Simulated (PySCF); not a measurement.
```xyz
15

C     3.4717    0.4534   -0.3015
C     2.4971    0.2194    0.3644
Si    1.0243   -0.1187    1.4005
C    -0.1467   -1.4243    0.6645
F    -0.8838   -2.2714    1.4600
C    -0.6767    0.0169    0.5688
O    -0.7775    0.5766   -0.7068
C    -1.8939    0.1101   -1.4324
H     4.3162    0.6540   -0.8957
H     1.1055    0.0187    2.8410
H     0.0680   -1.9208   -0.2773
H    -1.5609    0.1939    1.1866
H    -2.8290    0.3694   -0.9209
H    -1.8590   -0.9761   -1.5704
H    -1.8596    0.6011   -2.4028
```

Geometry: GFN2-xTB.

Level of theory: CAM-B3LYP/def2-SVPD, SCF density, gas phase (PySCF 2.14.0).

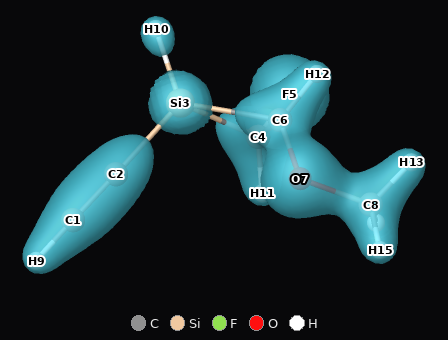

C5H7FOSi. Isosurface of the total electron density at 1 e/Å³ (cyan), seen at a tilt.

**Which contacts does the surface bridge?**

At this value the surface falls into four separate pieces. It bridges the sampled C–C (1.20 Å), C–F (1.38 Å) and C–O (1.40 Å) contacts, where the density stays above the isovalue. It is pinched off along the sampled C–Si (1.83 Å) contacts. On the grid the lowest density along these lines, outside the cores, is 2.7 e/Å³ (C–C, 1.20 Å), 1.6 e/Å³ (C–F, 1.38 Å), 1.8 e/Å³ (C–O, 1.40 Å) and 0.8 e/Å³ (C–Si, 1.83 Å).
